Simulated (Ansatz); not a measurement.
Molecular dynamics of GaH$_{3}$O (part 1 of 3)

- system: GaH$_{3}$O
- method: RKS PBE/def2-TZVP (Ansatz 0.2.0)

It belongs to a series of runs on one base structure; here: dynamics from the highest image of the converged band.

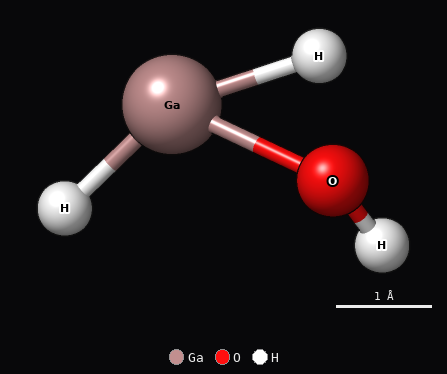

The structure as given in the input (ball-and-stick view, seen at a tilt). Sticks mark near contacts. Bond lengths as drawn: Ga–H 1.61 to 1.65 Å, Ga–O 2.04 Å and H–O 0.98 Å.

**Results in brief**

```csv
quantity,value
outcome,finished
mean temperature over the second half,2034 K
trajectory,"200 steps, 100 fs"
ensemble,nve
temperature in the input,300.0 K
time step,0.5 fs
potential energy (last step),−54463.3186 eV
mean-field energy (last step),−54463.3186 eV
largest force (length of the vector) (last step),3.863 eV/Å
hardware,"2 threads of AMD EPYC (Zen 5), 32 GiB of memory available, shared host"
wall time,70 s (CPU time 2.2 min)
peak memory,0.15 GiB
```

**Notes**

So short a trajectory is not equilibrated.

**Input**
```yaml
crystal:
  periodic: [false, false, false]
  atoms:
    - { symbol: Ga, position_ang: [0.221125, 0.111933, -0.463784] }
    - { symbol: O, position_ang: [0.893103, 0.181846, 1.46194] }
    - { symbol: H, position_ang: [0.651447, -0.509627, 2.111867] }
    - { symbol: H, position_ang: [1.661137, -0.159295, 0.301854] }
    - { symbol: H, position_ang: [-1.381512, 0.093743, -0.583476] }
basis:
  gaussian: { orbitals: def2-TZVP }
hamiltonian:
  xc: pbe
md:
  timestep: 0.5
  n_steps: 200
  ensemble: nve
  temperature: 300.0
  initial_velocities: maxwell_boltzmann
  seed: 2131
```

Launched with:
```bash
ansatz run input.yaml --threads 2 --pin off --max-ram 3072MiB --backend cpu --events-out ev --progress --plain --runs-dir out
```

**What the program printed**
```
Engine: ansatz 0.2.0, x86_64-unknown-linux-gnu
Functional definition: PBE
  parameter kappa = 0.804
  parameter beta = 0.06672455060314922
  exchange = pbe_x(kappa = kappa, mu = beta*pi^2/3)
  correlation = pbe_c(beta = beta)
651 factors; their error is unknown
mean field evaluation 1: about -54452.3202 eV, gradient 7.8e1 eV
mean field evaluation 2: about -54276.0939 eV, gradient 2.2e2 eV
mean field evaluation 4: about -54456.9215 eV, gradient 5.0e1 eV
mean field evaluation 8: about -54462.7024 eV, gradient 5.5e-1 eV
mean field evaluation 16: about -54462.6905 eV, gradient 3.3e-3 eV
mean field -54462.69048738 eV, -2001.4669592739 hartree, gradient 1.4e-5 eV, S^2 0.000000; 0 other end points of the search recorded, 0 dependent functions left out
the calculation of the forces begins
reference -54462.69052092 eV, -2001.4669605062 hartree; 21, 21 occupied and 76, 76 virtual orbitals, 651 factors
md step     0: t =     0.00 fs  T =   300.0 K  F+E_penalty+E_count = -54462.69048738 eV  E_kin = 0.116334 eV  conserved = -54462.57415339 eV  (29 SCF iters)
these checks for a lower state are left out or cut short: starts, cluster_reference, orbital_swaps, neighbouring_geometries, increment
651 factors; their error is unknown
mean field -54462.68911259 eV, -2001.4669087509 hartree, gradient 2.2e-5 eV, S^2 0.000000; 0 other end points of the search recorded, 0 dependent functions left out
the calculation of the forces begins
reference -54462.68914609 eV, -2001.4669099821 hartree; 21, 21 occupied and 76, 76 virtual orbitals, 651 factors
md step     1: t =     0.50 fs  T =   296.5 K  F+E_penalty+E_count = -54462.68911259 eV  E_kin = 0.114985 eV  conserved = -54462.57412749 eV  (30 SCF iters)
[... from here on the SCF iterations and repeated set-up lines of each step are left out, up to the last step ...]
md step     2: t =     1.00 fs  T =   287.0 K  F+E_penalty+E_count = -54462.68537023 eV  E_kin = 0.111304 eV  conserved = -54462.57406659 eV  (30 SCF iters)
md step     3: t =     1.50 fs  T =   273.9 K  F+E_penalty+E_count = -54462.68020674 eV  E_kin = 0.106213 eV  conserved = -54462.57399382 eV  (30 SCF iters)
md step     4: t =     2.00 fs  T =   260.0 K  F+E_penalty+E_count = -54462.67476402 eV  E_kin = 0.100832 eV  conserved = -54462.57393214 eV  (30 SCF iters)
md step     5: t =     2.50 fs  T =   247.9 K  F+E_penalty+E_count = -54462.67001541 eV  E_kin = 0.096118 eV  conserved = -54462.57389765 eV  (30 SCF iters)
md step     6: t =     3.00 fs  T =   238.8 K  F+E_penalty+E_count = -54462.66650796 eV  E_kin = 0.092612 eV  conserved = -54462.57389610 eV  (30 SCF iters)
md step     7: t =     3.50 fs  T =   233.0 K  F+E_penalty+E_count = -54462.66427127 eV  E_kin = 0.090349 eV  conserved = -54462.57392185 eV  (31 SCF iters)
md step     8: t =     4.00 fs  T =   229.4 K  F+E_penalty+E_count = -54462.66290979 eV  E_kin = 0.088951 eV  conserved = -54462.57395922 eV  (31 SCF iters)
md step     9: t =     4.50 fs  T =   226.6 K  F+E_penalty+E_count = -54462.66185370 eV  E_kin = 0.087867 eV  conserved = -54462.57398701 eV  (31 SCF iters)
md step    10: t =     5.00 fs  T =   223.6 K  F+E_penalty+E_count = -54462.66069143 eV  E_kin = 0.086705 eV  conserved = -54462.57398677 eV  (31 SCF iters)
md step    11: t =     5.50 fs  T =   220.5 K  F+E_penalty+E_count = -54462.65945116 eV  E_kin = 0.085498 eV  conserved = -54462.57395273 eV  (29 SCF iters)
md step    12: t =     6.00 fs  T =   218.6 K  F+E_penalty+E_count = -54462.65867826 eV  E_kin = 0.084780 eV  conserved = -54462.57389836 eV  (30 SCF iters)
md step    13: t =     6.50 fs  T =   220.1 K  F+E_penalty+E_count = -54462.65921979 eV  E_kin = 0.085368 eV  conserved = -54462.57385189 eV  (30 SCF iters)
md step    14: t =     7.00 fs  T =   226.8 K  F+E_penalty+E_count = -54462.66178993 eV  E_kin = 0.087950 eV  conserved = -54462.57384035 eV  (30 SCF iters)
md step    15: t =     7.50 fs  T =   239.0 K  F+E_penalty+E_count = -54462.66656009 eV  E_kin = 0.092689 eV  conserved = -54462.57387127 eV  (30 SCF iters)
md step    16: t =     8.00 fs  T =   255.6 K  F+E_penalty+E_count = -54462.67304820 eV  E_kin = 0.099123 eV  conserved = -54462.57392556 eV  (29 SCF iters)
md step    17: t =     8.50 fs  T =   274.5 K  F+E_penalty+E_count = -54462.68040963 eV  E_kin = 0.106441 eV  conserved = -54462.57396813 eV  (30 SCF iters)
md step    18: t =     9.00 fs  T =   294.0 K  F+E_penalty+E_count = -54462.68797407 eV  E_kin = 0.114007 eV  conserved = -54462.57396734 eV  (30 SCF iters)
md step    19: t =     9.50 fs  T =   314.2 K  F+E_penalty+E_count = -54462.69573669 eV  E_kin = 0.121827 eV  conserved = -54462.57390968 eV  (29 SCF iters)
md step    20: t =    10.00 fs  T =   337.2 K  F+E_penalty+E_count = -54462.70457984 eV  E_kin = 0.130778 eV  conserved = -54462.57380163 eV  (31 SCF iters)
md step    21: t =    10.50 fs  T =   367.5 K  F+E_penalty+E_count = -54462.71618532 eV  E_kin = 0.142523 eV  conserved = -54462.57366225 eV  (31 SCF iters)
md step    22: t =    11.00 fs  T =   410.6 K  F+E_penalty+E_count = -54462.73274468 eV  E_kin = 0.159231 eV  conserved = -54462.57351331 eV  (30 SCF iters)
md step    23: t =    11.50 fs  T =   472.6 K  F+E_penalty+E_count = -54462.75662044 eV  E_kin = 0.183248 eV  conserved = -54462.57337270 eV  (31 SCF iters)
md step    24: t =    12.00 fs  T =   559.1 K  F+E_penalty+E_count = -54462.79006968 eV  E_kin = 0.216817 eV  conserved = -54462.57325253 eV  (29 SCF iters)
md step    25: t =    12.50 fs  T =   675.4 K  F+E_penalty+E_count = -54462.83506293 eV  E_kin = 0.261898 eV  conserved = -54462.57316501 eV  (30 SCF iters)
md step    26: t =    13.00 fs  T =   825.2 K  F+E_penalty+E_count = -54462.89312575 eV  E_kin = 0.319990 eV  conserved = -54462.57313577 eV  (30 SCF iters)
md step    27: t =    13.50 fs  T =  1010.3 K  F+E_penalty+E_count = -54462.96500278 eV  E_kin = 0.391771 eV  conserved = -54462.57323196 eV  (29 SCF iters)
md step    28: t =    14.00 fs  T =  1227.9 K  F+E_penalty+E_count = -54463.04975705 eV  E_kin = 0.476156 eV  conserved = -54462.57360105 eV  (30 SCF iters)
md step    29: t =    14.50 fs  T =  1465.5 K  F+E_penalty+E_count = -54463.14277455 eV  E_kin = 0.568275 eV  conserved = -54462.57449981 eV  (30 SCF iters)
md step    30: t =    15.00 fs  T =  1692.1 K  F+E_penalty+E_count = -54463.23240066 eV  E_kin = 0.656181 eV  conserved = -54462.57621918 eV  (30 SCF iters)
md step    31: t =    15.50 fs  T =  1851.4 K  F+E_penalty+E_count = -54463.29663609 eV  E_kin = 0.717944 eV  conserved = -54462.57869238 eV  (30 SCF iters)
md step    32: t =    16.00 fs  T =  1870.0 K  F+E_penalty+E_count = -54463.30583441 eV  E_kin = 0.725156 eV  conserved = -54462.58067827 eV  (30 SCF iters)
md step    33: t =    16.50 fs  T =  1709.1 K  F+E_penalty+E_count = -54463.24220062 eV  E_kin = 0.662754 eV  conserved = -54462.57944683 eV  (30 SCF iters)
md step    34: t =    17.00 fs  T =  1452.2 K  F+E_penalty+E_count = -54463.13669345 eV  E_kin = 0.563124 eV  conserved = -54462.57356896 eV  (30 SCF iters)
md step    35: t =    17.50 fs  T =  1322.7 K  F+E_penalty+E_count = -54463.08091806 eV  E_kin = 0.512924 eV  conserved = -54462.56799373 eV  (30 SCF iters)
md step    36: t =    18.00 fs  T =  1504.7 K  F+E_penalty+E_count = -54463.15359691 eV  E_kin = 0.583508 eV  conserved = -54462.57008901 eV  (30 SCF iters)
md step    37: t =    18.50 fs  T =  1926.3 K  F+E_penalty+E_count = -54463.32456531 eV  E_kin = 0.746978 eV  conserved = -54462.57758697 eV  (30 SCF iters)
md step    38: t =    19.00 fs  T =  2326.7 K  F+E_penalty+E_count = -54463.48469397 eV  E_kin = 0.902232 eV  conserved = -54462.58246209 eV  (30 SCF iters)
md step    39: t =    19.50 fs  T =  2507.9 K  F+E_penalty+E_count = -54463.55485464 eV  E_kin = 0.972518 eV  conserved = -54462.58233686 eV  (48 SCF iters)
md step    40: t =    20.00 fs  T =  2442.6 K  F+E_penalty+E_count = -54463.52683359 eV  E_kin = 0.947184 eV  conserved = -54462.57965002 eV  (30 SCF iters)
md step    41: t =    20.50 fs  T =  2210.9 K  F+E_penalty+E_count = -54463.43412893 eV  E_kin = 0.857354 eV  conserved = -54462.57677462 eV  (30 SCF iters)
md step    42: t =    21.00 fs  T =  1915.1 K  F+E_penalty+E_count = -54463.31727714 eV  E_kin = 0.742641 eV  conserved = -54462.57463653 eV  (30 SCF iters)
md step    43: t =    21.50 fs  T =  1637.2 K  F+E_penalty+E_count = -54463.20817216 eV  E_kin = 0.634885 eV  conserved = -54462.57328756 eV  (30 SCF iters)
md step    44: t =    22.00 fs  T =  1431.8 K  F+E_penalty+E_count = -54463.12774623 eV  E_kin = 0.555230 eV  conserved = -54462.57251584 eV  (30 SCF iters)
md step    45: t =    22.50 fs  T =  1331.2 K  F+E_penalty+E_count = -54463.08834908 eV  E_kin = 0.516228 eV  conserved = -54462.57212084 eV  (30 SCF iters)
md step    46: t =    23.00 fs  T =  1352.4 K  F+E_penalty+E_count = -54463.09642539 eV  E_kin = 0.524428 eV  conserved = -54462.57199700 eV  (30 SCF iters)
md step    47: t =    23.50 fs  T =  1500.4 K  F+E_penalty+E_count = -54463.15397031 eV  E_kin = 0.581809 eV  conserved = -54462.57216095 eV  (30 SCF iters)
md step    48: t =    24.00 fs  T =  1767.7 K  F+E_penalty+E_count = -54463.25825415 eV  E_kin = 0.685483 eV  conserved = -54462.57277082 eV  (30 SCF iters)
md step    49: t =    24.50 fs  T =  2128.5 K  F+E_penalty+E_count = -54463.39953826 eV  E_kin = 0.825406 eV  conserved = -54462.57413235 eV  (30 SCF iters)
md step    50: t =    25.00 fs  T =  2527.8 K  F+E_penalty+E_count = -54463.55683795 eV  E_kin = 0.980213 eV  conserved = -54462.57662499 eV  (30 SCF iters)
md step    51: t =    25.50 fs  T =  2869.9 K  F+E_penalty+E_count = -54463.69324261 eV  E_kin = 1.112890 eV  conserved = -54462.58035218 eV  (30 SCF iters)
md step    52: t =    26.00 fs  T =  3023.6 K  F+E_penalty+E_count = -54463.75669917 eV  E_kin = 1.172511 eV  conserved = -54462.58418862 eV  (30 SCF iters)
md step    53: t =    26.50 fs  T =  2877.2 K  F+E_penalty+E_count = -54463.70028569 eV  E_kin = 1.115715 eV  conserved = -54462.58457020 eV  (30 SCF iters)
md step    54: t =    27.00 fs  T =  2469.7 K  F+E_penalty+E_count = -54463.53510497 eV  E_kin = 0.957715 eV  conserved = -54462.57738986 eV  (29 SCF iters)
md step    55: t =    27.50 fs  T =  2094.1 K  F+E_penalty+E_count = -54463.37880774 eV  E_kin = 0.812035 eV  conserved = -54462.56677270 eV  (29 SCF iters)
md step    56: t =    28.00 fs  T =  2108.4 K  F+E_penalty+E_count = -54463.38378088 eV  E_kin = 0.817580 eV  conserved = -54462.56620085 eV  (29 SCF iters)
md step    57: t =    28.50 fs  T =  2529.8 K  F+E_penalty+E_count = -54463.55764926 eV  E_kin = 0.981000 eV  conserved = -54462.57664969 eV  (30 SCF iters)
md step    58: t =    29.00 fs  T =  3008.3 K  F+E_penalty+E_count = -54463.75119129 eV  E_kin = 1.166551 eV  conserved = -54462.58464051 eV  (30 SCF iters)
md step    59: t =    29.50 fs  T =  3227.4 K  F+E_penalty+E_count = -54463.83633679 eV  E_kin = 1.251534 eV  conserved = -54462.58480299 eV  (30 SCF iters)
md step    60: t =    30.00 fs  T =  3128.5 K  F+E_penalty+E_count = -54463.79414881 eV  E_kin = 1.213177 eV  conserved = -54462.58097193 eV  (30 SCF iters)
md step    61: t =    30.50 fs  T =  2822.4 K  F+E_penalty+E_count = -54463.67145539 eV  E_kin = 1.094459 eV  conserved = -54462.57699676 eV  (29 SCF iters)
md step    62: t =    31.00 fs  T =  2450.4 K  F+E_penalty+E_count = -54463.52444450 eV  E_kin = 0.950230 eV  conserved = -54462.57421483 eV  (30 SCF iters)
md step    63: t =    31.50 fs  T =  2121.0 K  F+E_penalty+E_count = -54463.39506741 eV  E_kin = 0.822472 eV  conserved = -54462.57259529 eV  (29 SCF iters)
md step    64: t =    32.00 fs  T =  1900.7 K  F+E_penalty+E_count = -54463.30884322 eV  E_kin = 0.737057 eV  conserved = -54462.57178606 eV  (29 SCF iters)
md step    65: t =    32.50 fs  T =  1824.3 K  F+E_penalty+E_count = -54463.27893560 eV  E_kin = 0.707416 eV  conserved = -54462.57151968 eV  (28 SCF iters)
md step    66: t =    33.00 fs  T =  1903.2 K  F+E_penalty+E_count = -54463.30973986 eV  E_kin = 0.738031 eV  conserved = -54462.57170931 eV  (30 SCF iters)
md step    67: t =    33.50 fs  T =  2129.1 K  F+E_penalty+E_count = -54463.39809137 eV  E_kin = 0.825633 eV  conserved = -54462.57245814 eV  (30 SCF iters)
md step    68: t =    34.00 fs  T =  2469.8 K  F+E_penalty+E_count = -54463.53180689 eV  E_kin = 0.957756 eV  conserved = -54462.57405081 eV  (30 SCF iters)
md step    69: t =    34.50 fs  T =  2859.8 K  F+E_penalty+E_count = -54463.68582563 eV  E_kin = 1.108960 eV  conserved = -54462.57686576 eV  (30 SCF iters)
md step    70: t =    35.00 fs  T =  3189.4 K  F+E_penalty+E_count = -54463.81774205 eV  E_kin = 1.236769 eV  conserved = -54462.58097260 eV  (30 SCF iters)
md step    71: t =    35.50 fs  T =  3312.4 K  F+E_penalty+E_count = -54463.86951404 eV  E_kin = 1.284469 eV  conserved = -54462.58504552 eV  (31 SCF iters)
md step    72: t =    36.00 fs  T =  3110.1 K  F+E_penalty+E_count = -54463.79114963 eV  E_kin = 1.206049 eV  conserved = -54462.58510087 eV  (47 SCF iters)
md step    73: t =    36.50 fs  T =  2636.4 K  F+E_penalty+E_count = -54463.59935194 eV  E_kin = 1.022353 eV  conserved = -54462.57699906 eV  (28 SCF iters)
md step    74: t =    37.00 fs  T =  2214.4 K  F+E_penalty+E_count = -54463.42483986 eV  E_kin = 0.858690 eV  conserved = -54462.56614958 eV  (29 SCF iters)
md step    75: t =    37.50 fs  T =  2207.9 K  F+E_penalty+E_count = -54463.42286792 eV  E_kin = 0.856193 eV  conserved = -54462.56667445 eV  (28 SCF iters)
md step    76: t =    38.00 fs  T =  2602.2 K  F+E_penalty+E_count = -54463.58665730 eV  E_kin = 1.009086 eV  conserved = -54462.57757109 eV  (30 SCF iters)
md step    77: t =    38.50 fs  T =  3029.3 K  F+E_penalty+E_count = -54463.75950681 eV  E_kin = 1.174699 eV  conserved = -54462.58480763 eV  (30 SCF iters)
md step    78: t =    39.00 fs  T =  3191.1 K  F+E_penalty+E_count = -54463.82173476 eV  E_kin = 1.237440 eV  conserved = -54462.58429455 eV  (29 SCF iters)
md step    79: t =    39.50 fs  T =  3050.6 K  F+E_penalty+E_count = -54463.76332011 eV  E_kin = 1.182966 eV  conserved = -54462.58035457 eV  (30 SCF iters)
md step    80: t =    40.00 fs  T =  2723.4 K  F+E_penalty+E_count = -54463.63268236 eV  E_kin = 1.056098 eV  conserved = -54462.57658418 eV  (30 SCF iters)
md step    81: t =    40.50 fs  T =  2343.8 K  F+E_penalty+E_count = -54463.48294093 eV  E_kin = 0.908887 eV  conserved = -54462.57405385 eV  (30 SCF iters)
md step    82: t =    41.00 fs  T =  2010.1 K  F+E_penalty+E_count = -54463.35211444 eV  E_kin = 0.779492 eV  conserved = -54462.57262244 eV  (30 SCF iters)
md step    83: t =    41.50 fs  T =  1781.4 K  F+E_penalty+E_count = -54463.26269912 eV  E_kin = 0.690777 eV  conserved = -54462.57192167 eV  (30 SCF iters)
md step    84: t =    42.00 fs  T =  1687.6 K  F+E_penalty+E_count = -54463.22610312 eV  E_kin = 0.654409 eV  conserved = -54462.57169372 eV  (29 SCF iters)
md step    85: t =    42.50 fs  T =  1738.8 K  F+E_penalty+E_count = -54463.24612715 eV  E_kin = 0.674272 eV  conserved = -54462.57185533 eV  (30 SCF iters)
md step    86: t =    43.00 fs  T =  1927.9 K  F+E_penalty+E_count = -54463.32011456 eV  E_kin = 0.747618 eV  conserved = -54462.57249619 eV  (30 SCF iters)
md step    87: t =    43.50 fs  T =  2227.5 K  F+E_penalty+E_count = -54463.43766041 eV  E_kin = 0.863786 eV  conserved = -54462.57387476 eV  (30 SCF iters)
md step    88: t =    44.00 fs  T =  2580.6 K  F+E_penalty+E_count = -54463.57707337 eV  E_kin = 1.000709 eV  conserved = -54462.57636408 eV  (30 SCF iters)
md step    89: t =    44.50 fs  T =  2890.0 K  F+E_penalty+E_count = -54463.70082966 eV  E_kin = 1.120674 eV  conserved = -54462.58015589 eV  (30 SCF iters)
md step    90: t =    45.00 fs  T =  3019.3 K  F+E_penalty+E_count = -54463.75519326 eV  E_kin = 1.170832 eV  conserved = -54462.58436091 eV  (29 SCF iters)
md step    91: t =    45.50 fs  T =  2841.7 K  F+E_penalty+E_count = -54463.68758436 eV  E_kin = 1.101959 eV  conserved = -54462.58562571 eV  (30 SCF iters)
md step    92: t =    46.00 fs  T =  2369.5 K  F+E_penalty+E_count = -54463.49807049 eV  E_kin = 0.918831 eV  conserved = -54462.57923903 eV  (30 SCF iters)
md step    93: t =    46.50 fs  T =  1883.6 K  F+E_penalty+E_count = -54463.29811393 eV  E_kin = 0.730404 eV  conserved = -54462.56771023 eV  (30 SCF iters)
md step    94: t =    47.00 fs  T =  1786.3 K  F+E_penalty+E_count = -54463.25775223 eV  E_kin = 0.692691 eV  conserved = -54462.56506099 eV  (29 SCF iters)
md step    95: t =    47.50 fs  T =  2162.8 K  F+E_penalty+E_count = -54463.41392832 eV  E_kin = 0.838708 eV  conserved = -54462.57522072 eV  (29 SCF iters)
md step    96: t =    48.00 fs  T =  2671.7 K  F+E_penalty+E_count = -54463.62043490 eV  E_kin = 1.036019 eV  conserved = -54462.58441556 eV  (29 SCF iters)
md step    97: t =    48.50 fs  T =  2950.1 K  F+E_penalty+E_count = -54463.72936795 eV  E_kin = 1.143982 eV  conserved = -54462.58538569 eV  (28 SCF iters)
md step    98: t =    49.00 fs  T =  2899.4 K  F+E_penalty+E_count = -54463.70600119 eV  E_kin = 1.124335 eV  conserved = -54462.58166586 eV  (29 SCF iters)
md step    99: t =    49.50 fs  T =  2617.0 K  F+E_penalty+E_count = -54463.59236516 eV  E_kin = 1.014825 eV  conserved = -54462.57754059 eV  (29 SCF iters)
md step   100: t =    50.00 fs  T =  2245.2 K  F+E_penalty+E_count = -54463.44525417 eV  E_kin = 0.870646 eV  conserved = -54462.57460831 eV  (30 SCF iters)
md step   101: t =    50.50 fs  T =  1896.4 K  F+E_penalty+E_count = -54463.30828008 eV  E_kin = 0.735397 eV  conserved = -54462.57288341 eV  (30 SCF iters)
md step   102: t =    51.00 fs  T =  1641.4 K  F+E_penalty+E_count = -54463.20848298 eV  E_kin = 0.636498 eV  conserved = -54462.57198504 eV  (31 SCF iters)
md step   103: t =    51.50 fs  T =  1518.7 K  F+E_penalty+E_count = -54463.16054964 eV  E_kin = 0.588935 eV  conserved = -54462.57161492 eV  (30 SCF iters)
md step   104: t =    52.00 fs  T =  1544.8 K  F+E_penalty+E_count = -54463.17072469 eV  E_kin = 0.599058 eV  conserved = -54462.57166664 eV  (48 SCF iters)
md step   105: t =    52.50 fs  T =  1717.5 K  F+E_penalty+E_count = -54463.23824332 eV  E_kin = 0.666014 eV  conserved = -54462.57222934 eV  (30 SCF iters)
```
